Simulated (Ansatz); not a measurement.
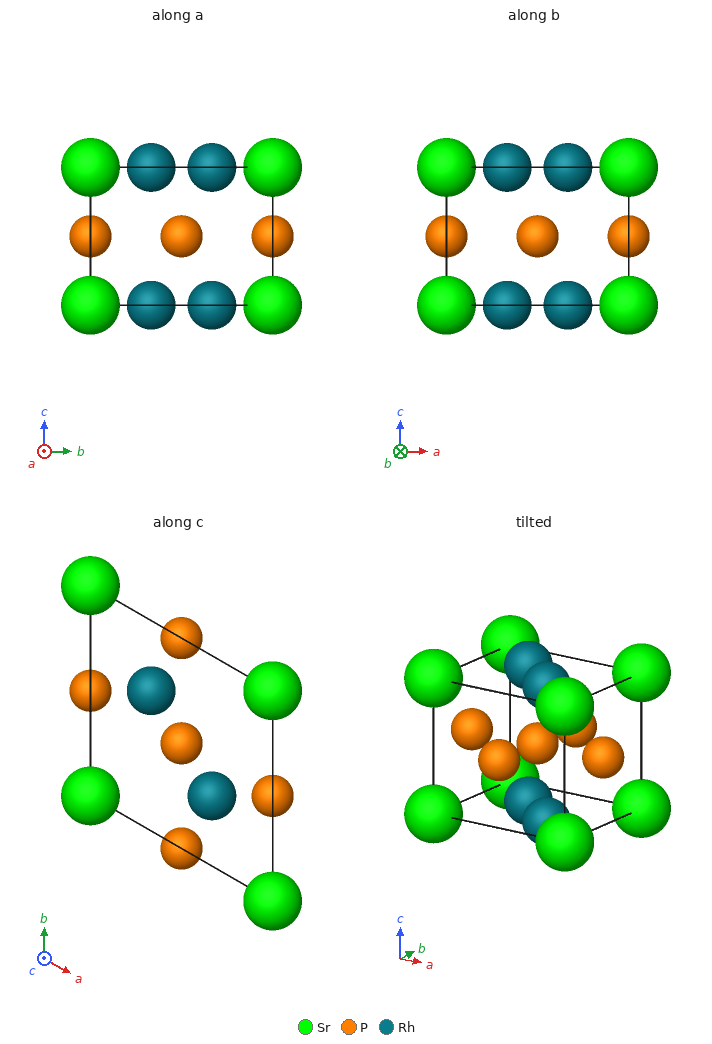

The crystal in a spheres-only representation, seen along the a axis, along the b axis, along the c axis and slightly off an axis. One conventional unit cell is framed, with atoms on its boundary repeated.

Lattice parameters: a = 5.689 Å, b = 5.689 Å, c = 3.725 Å, α = 90.00°, β = 90.00°, γ = 120.00°.

> Give the atomic positions as a table of Wyckoff sites.

Space group P6/mmm (No. 191).
| atom | site | x | y | z |
| --- | --- | --- | --- | --- |
| Sr | 1a | 0.0000 | 0.0000 | 0.0000 |
| P | 3g | 0.5000 | 0.0000 | 0.5000 |
| Rh | 2c | 0.3333 | 0.6667 | 0.0000 |

The structure comes from a structure type filled with these elements by a generator (whether the compound takes this form wasn't checked). Earlier steps of the study may have refined or changed the cell and positions. It was run through Ansatz as a DFT input.
